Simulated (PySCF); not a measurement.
# C2H8N2Si: a tour of settings, part 2 of 2

PySCF 2.14.0. Atoms count from 0. The steps go on from the part before.

### 4 NMR shieldings: PBE0/IGLO-II

The job: settings as JSON, then the geometry in Å.

```
{"job": {"kind": "nmr", "xc": "PBE0", "basis": "IGLO-II", "pop": true}, "charge": 0, "multiplicity": 1}
C      2.438593     0.171616    -0.088562
C      1.122317    -0.464713     0.204350
N      0.063682    -0.079053    -0.334282
Si    -1.601611    -0.524017    -0.243523
N     -2.564065     0.845313     0.181346
H      3.120526    -0.572720    -0.497676
H      2.877672     0.550494     0.833483
H      2.316372     0.984931    -0.797925
H      1.166917    -1.295298     0.925569
H     -1.932899    -0.889467    -1.616316
H     -1.955094    -1.545424     0.746939
H     -2.499637     1.193373     1.125067
H     -2.557162     1.625452    -0.456198
```

Method: GIAO PBE0/IGLO-II NMR shielding, non-relativistic, gas phase.

Log:

```text
coarse grid: 10880 points
cycle   1  E = -479.6583621176  dE =  4.169e-01  |g| = 6.107e-01  |ddm| = 2.659e+00
cycle   2  E = -479.5481948392  dE =  1.102e-01  |g| = 9.368e-01  |ddm| = 1.305e+00
cycle   3  E = -479.7345970133  dE = -1.864e-01  |g| = 1.430e-01  |ddm| = 9.123e-01
cycle   4  E = -479.7384539620  dE = -3.857e-03  |g| = 5.527e-02  |ddm| = 1.145e-01
cycle   5  E = -479.7390747842  dE = -6.208e-04  |g| = 1.259e-02  |ddm| = 4.134e-02
cycle   6  E = -479.7391061453  dE = -3.136e-05  |g| = 3.491e-03  |ddm| = 1.024e-02
cycle   7  E = -479.7391088838  dE = -2.739e-06  |g| = 5.174e-04  |ddm| = 3.500e-03
final grid: 99304 points
cycle   8  E = -479.7379410776  dE = -5.107e-05  |g| = 7.439e-03  |ddm| = 1.553e-02
cycle   9  E = -479.7379351459  dE =  5.932e-06  |g| = 9.115e-03  |ddm| = 1.167e-02
cycle  10  E = -479.7379529222  dE = -1.778e-05  |g| = 6.725e-04  |ddm| = 6.613e-03
cycle  11  E = -479.7379529954  dE = -7.322e-08  |g| = 3.609e-04  |ddm| = 6.419e-04
cycle  12  E = -479.7379530223  dE = -2.694e-08  |g| = 1.145e-04  |ddm| = 2.609e-04
cycle  13  E = -479.7379530249  dE = -2.591e-09  |g| = 3.403e-05  |ddm| = 9.891e-05
cycle  14  E = -479.7379530252  dE = -2.398e-10  |g| = 5.934e-06  |ddm| = 3.408e-05
converged SCF energy = -479.7379530252

GIAO shielding tensors (ppm)
atom      isotropic    diamagn.    paramagn.     s11        s22        s33       span
  0 C      156.943     247.290     -90.347    138.750    140.277    191.801     53.051
  1 C       17.555     251.610    -234.055    -70.111     -7.803    130.580    200.691
  2 N     -125.571     329.241    -454.813   -438.291   -160.172    221.750    660.041
  3 Si     394.149     883.628    -489.479    362.766    400.131    419.550     56.784
  4 N      243.922     325.249     -81.327    234.090    238.019    259.656     25.566
  5 H       30.023      29.512       0.511     27.857     28.238     33.973      6.116
  6 H       30.041      30.042      -0.001     27.961     28.313     33.849      5.888
  7 H       30.202      30.321      -0.119     27.356     29.264     33.986      6.630
  8 H       23.381      31.283      -7.902     21.478     24.064     24.600      3.122
  9 H       26.749      30.429      -3.681     23.930     25.221     31.095      7.165
 10 H       26.667      30.588      -3.920     23.539     25.278     31.185      7.647
 11 H       31.709      32.511      -0.802     25.860     27.832     41.435     15.575
 12 H       31.405      32.021      -0.616     25.410     27.408     41.395     15.985
```

Wall time 11 s (1 thread of Arm Neoverse V2, shared host); peak memory 0.78 GiB.

Key values: δ C1 171.5, C0 32.1, N2 392.7, N4 23.2, H8 8.72, H9 5.39 ppm (means over like atoms).

### 5 Indirect couplings: HF/STO-3G

Same as in step 4 but for these lines:

```diff
@@ -1,2 +1,2 @@
-{"job": {"kind": "nmr", "xc": "PBE0", "basis": "IGLO-II", "pop": true}, "charge": 0, "multiplicity": 1}
+{"job": {"kind": "j", "xc": "HF", "basis": "STO-3G", "scf": {"max_cycle": 1}}, "charge": 0, "multiplicity": 1}
 C      2.438593     0.171616    -0.088562
```

With the program's defaults for keys left out, this is: HF/STO-3G indirect spin-spin coupling, non-relativistic, gas phase.

Log:

```text
final grid: 99304 points
cycle   1  E = -472.4350297952  dE =  7.199e-01  |g| = 5.451e-01  |ddm| = 4.353e+00
SCF not converged, last energy = -472.4350297952
```

It took 0.25 s on 1 thread of Arm Neoverse V2, shared host.

Why it failed: The cap of 1 cycle ended the SCF at a gradient of 5.5e-01. Cure: raise the cap. Numbers printed on the way are no properties of the molecule.

### 6 Ultraviolet spectrum: revPBE/def2-SVPD

Same as in step 5 but for these lines:

```diff
@@ -1,2 +1,2 @@
-{"job": {"kind": "j", "xc": "HF", "basis": "STO-3G", "scf": {"max_cycle": 1}}, "charge": 0, "multiplicity": 1}
+{"job": {"kind": "uv", "xc": "revPBE", "basis": "def2-SVPD", "nstates": 25, "ntriplets": 0, "tda": true, "scf": {"guess": "atom"}}, "charge": 0, "multiplicity": 1}
 C      2.438593     0.171616    -0.088562
```

Level: TDA revPBE/def2-SVPD, vertical, gas phase, core orbitals frozen in the response.

Log:

```text
final grid: 99304 points
cycle   1  E = -479.1523356854  dE =  1.286e+00  |g| = 1.533e+00  |ddm| = 5.318e+00
cycle   2  E = -477.1459856259  dE =  2.006e+00  |g| = 2.925e+00  |ddm| = 1.858e+01
cycle   3  E = -479.6078835915  dE = -2.462e+00  |g| = 6.201e-01  |ddm| = 1.799e+01
cycle   4  E = -479.6707955714  dE = -6.291e-02  |g| = 4.034e-01  |ddm| = 1.415e+00
cycle   5  E = -479.7060311814  dE = -3.524e-02  |g| = 1.183e-01  |ddm| = 7.543e-01
cycle   6  E = -479.7093450178  dE = -3.314e-03  |g| = 2.914e-02  |ddm| = 2.113e-01
cycle   7  E = -479.7095484631  dE = -2.034e-04  |g| = 8.457e-03  |ddm| = 4.859e-02
cycle   8  E = -479.7095635122  dE = -1.505e-05  |g| = 3.742e-03  |ddm| = 1.605e-02
cycle   9  E = -479.7095671678  dE = -3.656e-06  |g| = 5.868e-04  |ddm| = 8.034e-03
cycle  10  E = -479.7095672643  dE = -9.652e-08  |g| = 1.098e-04  |ddm| = 1.468e-03
cycle  11  E = -479.7095672677  dE = -3.314e-09  |g| = 2.842e-05  |ddm| = 2.686e-04
cycle  12  E = -479.7095672679  dE = -2.362e-10  |g| = 4.063e-06  |ddm| = 5.864e-05
converged SCF energy = -479.7095672679

Static polarisability (au): isotropic 73.779, principal 57.923 64.748 98.665

Singlet excitations
state   eV       nm        f      main configurations
  1   4.0604    305.3   0.00050   H->L 0.99
  2   4.6982    263.9   0.05120   H-1->L 0.97
  3   5.5078    225.1   0.00378   H->L+1 0.98
  4   5.6847    218.1   0.07429   H->L+2 0.98
  5   6.1562    201.4   0.03038   H-1->L+1 0.88
  6   6.2273    199.1   0.02566   H->L+3 0.88
  7   6.3125    196.4   0.00562   H-1->L+2 0.94
  8   6.5039    190.6   0.00601   H->L+4 0.85
  9   6.6191    187.3   0.13612   H-2->L 0.46, H-3->L 0.38, H->L+4 0.09
 10   6.8195    181.8   0.03222   H->L+5 0.88
 11   6.8578    180.8   0.00706   H-1->L+3 0.92
 12   7.1243    174.0   0.11123   H->L+6 0.88
 13   7.2192    171.7   0.01429   H-1->L+4 0.89
 14   7.3768    168.1   0.00644   H->L+7 0.85
 15   7.4434    166.6   0.20179   H-4->L 0.27, H-3->L 0.23, H-2->L 0.13
 16   7.4616    166.2   0.05816   H-1->L+5 0.84
 17   7.5133    165.0   0.05785   H->L+8 0.80
 18   7.6326    162.4   0.00228   H-2->L+1 0.79, H-4->L 0.14
 19   7.7353    160.3   0.03634   H-1->L+6 0.82
 20   7.7615    159.7   0.00611   H->L+9 0.90
 21   7.7764    159.4   0.01426   H-2->L+2 0.86, H-4->L 0.08
 22   7.9765    155.4   0.00594   H->L+10 0.57, H-5->L 0.27
 23   7.9914    155.1   0.00991   H-5->L 0.55, H->L+10 0.38
 24   8.0448    154.1   0.01125   H-1->L+7 0.58, H-1->L+8 0.33
 25   8.0812    153.4   0.00911   H-1->L+8 0.65, H-1->L+7 0.32
```

Wall time 16 s (1 thread of Arm Neoverse V2, shared host); peak memory 0.5 GiB.

Key values: HOMO -5.36 eV, LUMO -1.50 eV; lowest singlet 4.06 eV.

### 7 Side by side: NMR shifts

Shifts (ppm) of some atoms, chosen among heavy atoms and hydrogens apart, means over like atoms, with basis size and wall time:

```tsv
run	C1	C0	H9	H11	N2	N4	Si3	functions	time
PBE0/pcSseg-1	173.0	33.4	4.96	0.72	397.2	22.7	-43.0	132	12 s
PBE0/IGLO-II	171.5	32.1	5.39	0.55	392.7	23.2	-43.3	171	11 s
```

### 8 Run by run: electronic excitations

Excitations and ground-state properties, with basis size and wall time:

```tsv
run	lowest singlet (eV)	brightest (eV)	f	gap (eV)	α (Å³)	μ (D)	functions	time
PBE0/def2-SVPD	4.23	6.46	0.068	6.26	10.38	2.12	168	15 s
revPBE/def2-SVPD	4.06	7.44	0.202	3.86	10.93	2.01	168	16 s
```

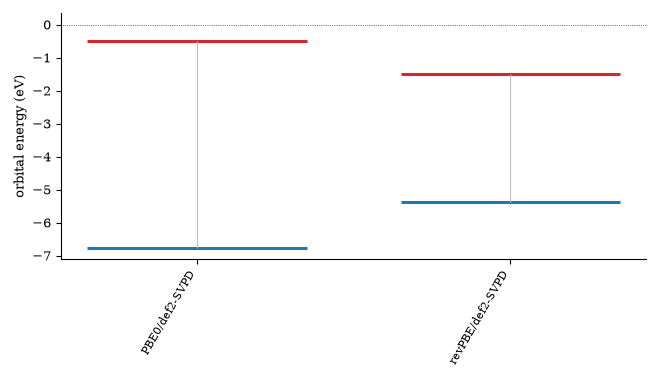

HOMO (blue) and LUMO (red) run by run.

### 9 Summary of results

This closing draws on all 2 parts.

| quantity | value |
| --- | --- |
| ¹³C shifts against TMS (PBE0/pcSseg-1) | 173.0, 33.4 ppm |
| ¹H shifts against TMS (PBE0/pcSseg-1, means over atoms taken as alike) | 8.72, 4.96, 2.13, 0.72 ppm |
| ¹⁵N shifts against NH3 (PBE0/pcSseg-1) | 397.2, 22.7 ppm |
| ²⁹Si shifts against TMS (PBE0/pcSseg-1) | -43.0 ppm |
| surface potential, least and greatest | -1.53 V and 1.34 V |
| lowest singlet (PBE0/def2-SVPD) | 4.23 eV (293 nm), f = 0.000 |
| brightest single state of those computed | state 4, 6.46 eV, f = 0.068 |
| lowest triplet | 3.66 eV |
| range of the shift of N2 | 392.7 to 397.2 ppm |
| range of the lowest singlet | 4.06 to 4.23 eV |
| property runs in this session | 5, of which 1 failed and 0 gave unsound results |

In words: Single values in the summary come from the first run of each kind that ended normally (PBE0/pcSseg-1; PBE0/def2-SVPD), which need not be the best level. At PBE0/pcSseg-1: The largest span, 672 ppm, is at N2, where the paramagnetic term is -463 ppm. By nearest atom (PBE0/pcSseg-1), the HOMO sits on N2 62 %; H8 11 % and the LUMO on C1 38 %; N2 29 %. The lowest singlet, at 4.23 eV, is HOMO→LUMO 0.98 and is dark; of the 6 states computed, the strongest absorption comes from state 4 at 6.46 eV. The lowest triplet lies 0.58 eV below the lowest singlet (triplets in Tamm-Dancoff, singlets in full TDDFT). In ppm, N2 moves most: its shift spreads over 4.5 ppm, from 392.7 (PBE0/IGLO-II) to 397.2 (PBE0/pcSseg-1). The lowest singlet runs from 4.06 eV (revPBE/def2-SVPD) to 4.23 eV (PBE0/def2-SVPD), while the orbital gap spans 3.86 to 6.26 eV: the excitation energy moves far less from run to run than the orbital gap does. The lowest state need not be the same one in every run. The runs solved for a few states only, so the brightest column depends on that window.
